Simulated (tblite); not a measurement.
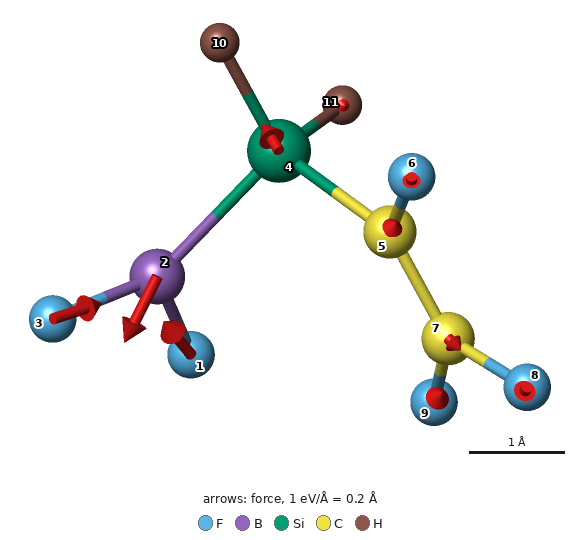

Starting geometry of C₂H₂BF₅Si with the computed forces as red arrows. Style: ball-and-stick. Shown at a tilt.

All numbers below come from GFN2-xTB geometry optimisation, gas phase in tblite 0.8.0. 

What follows when this structure is relaxed?

It isn't relaxed: the largest force vector, on B2, is 3.98 eV/Å. The final displacements follow the starting forces only in part (cosine between the two patterns 0.36). Over 96 geometry steps the energy falls by 0.987 eV. F1 moves most after the best rigid fit: 1.07 Å. By element the largest moves are F 1.07 Å, C 0.23 Å, B 0.20 Å, H 0.17 Å, Si 0.10 Å. Among the contacts that change: B2–F3 1.445 → 1.315 Å, Si4–C5 1.840 → 1.911 Å, B2–Si4 1.931 → 1.989 Å, C7–F8 1.352 → 1.323 Å. Among the angles between lasting bonds that change: C5–C7–F8 117.7° → 128.7°, C5–Si4–H10 111.2° → 102.7°, B2–Si4–H11 106.7° → 114.8°. Groups turn about B2–Si4 by about 45°. Cost: 0.96 s on 1 thread of Arm Neoverse N1 (shared host).
